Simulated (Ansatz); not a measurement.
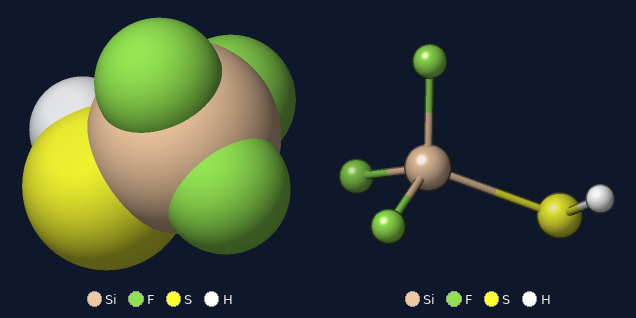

Both panels show the same species.

The geometry was computed by an optimisation with PBE0-D4/def2-TZVP.

Description:

It has 6 atoms: 3 fluorine, 1 hydrogen, 1 sulfur and 1 silicon (F₃HSSi). The point group is Cs. Coordination: 1 Si tetrahedral; 1 S bent.

More results for the same structure follow; atom numbers are the same in all pictures, views and colours differ.

Geometry

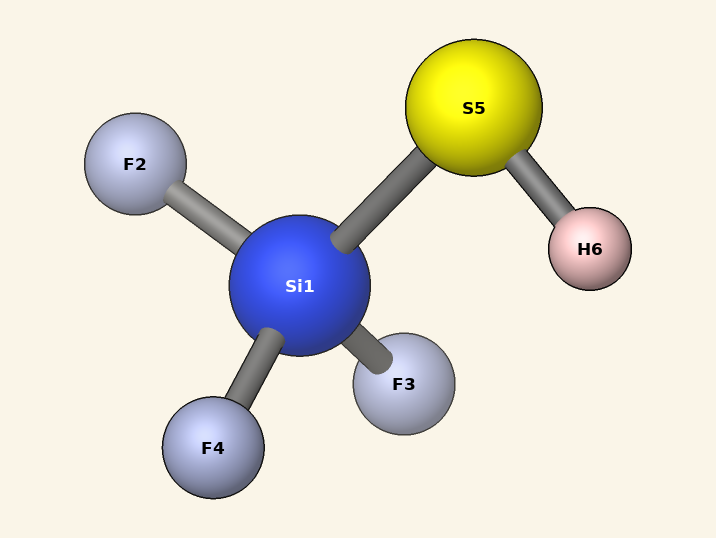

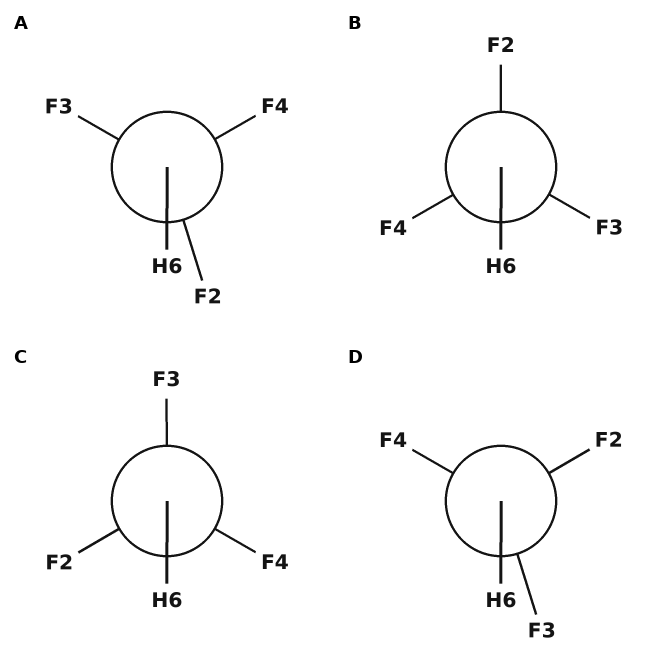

Depth is shown by fading: the farther an atom, the more it takes the colour of the background. Bonds that would overlap in a projection are set slightly apart.

Which Newman projection shows the view along S5–Si1, with S5 in front?

Answer. B. The torsion angle H6–S5–Si1–F2 is 180°, antiperiplanar (anti).

Charges

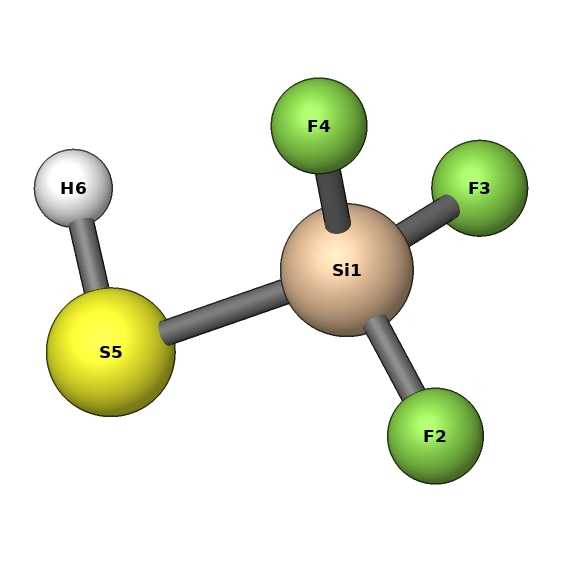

The questions are on Mulliken charges. Level of theory: RKS PBE0-D4/def2-TZVP (Ansatz 0.2.0).

Give the Mulliken charges atom by atom.

| atom | value (e) |
| --- | --- |
| Si1 | 0.88 |
| F2 | −0.27 |
| F3 | −0.27 |
| F4 | −0.27 |
| S5 | −0.27 |
| H6 | 0.19 |

Vibrations

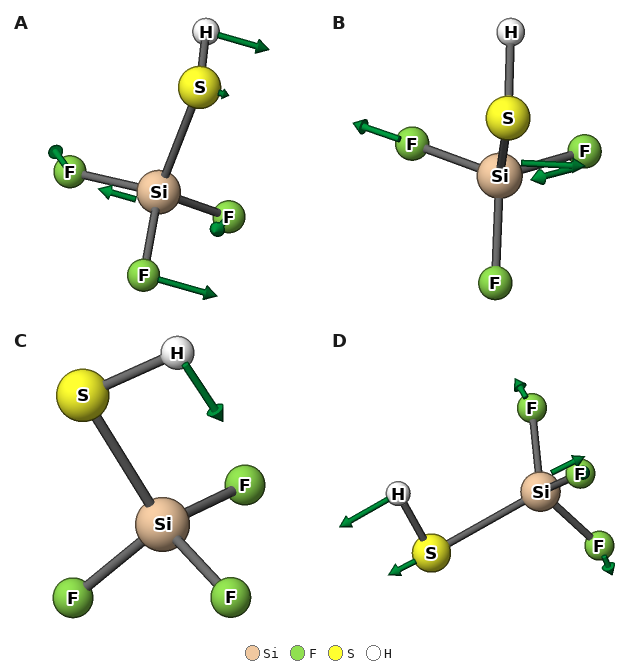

4 normal modes of one molecule or complex, as arrows. Harmonic vibrations computed with RKS PBE0-D4/def2-TZVP (Ansatz 0.2.0) at a stationary point of the same level.

Match the panels to the wavenumbers 331 cm⁻¹, 560 cm⁻¹, 758 cm⁻¹, 983 cm⁻¹.

Answer. A: 331 cm⁻¹, F–Si–F bending
B: 983 cm⁻¹, out-of-phase stretching of 2 F–Si bonds
C: 758 cm⁻¹, H–S–Si bending
D: 560 cm⁻¹

Electronic properties

Properties computed with RHF-CCSD(T), frozen core/def2-TZVPP (Ansatz 0.2.0).

Give the T1 diagnostic at this level.

Answer. 0.012.

Dipole moment

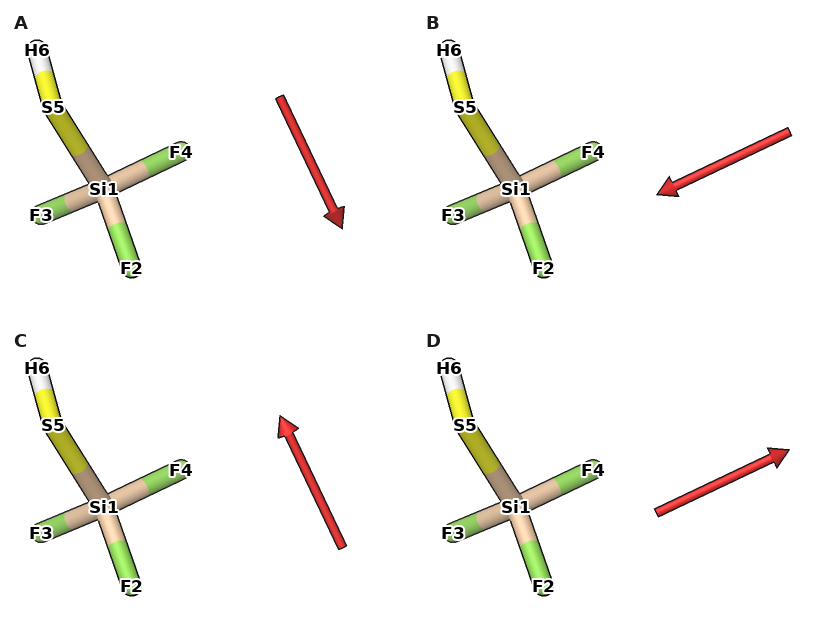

The same molecule four times, each with an arrow. Method: RKS PBE0-D4/def2-TZVP (Ansatz 0.2.0).

Which arrow points along the dipole moment, from the negative to the positive end?

Answer. C. The dipole moment is 1.59 D; it points from the side of F2 to the side of H6 (the outermost atoms at the two ends).

Mulliken values depend strongly on the basis set and can even reverse the polarity of a bond.
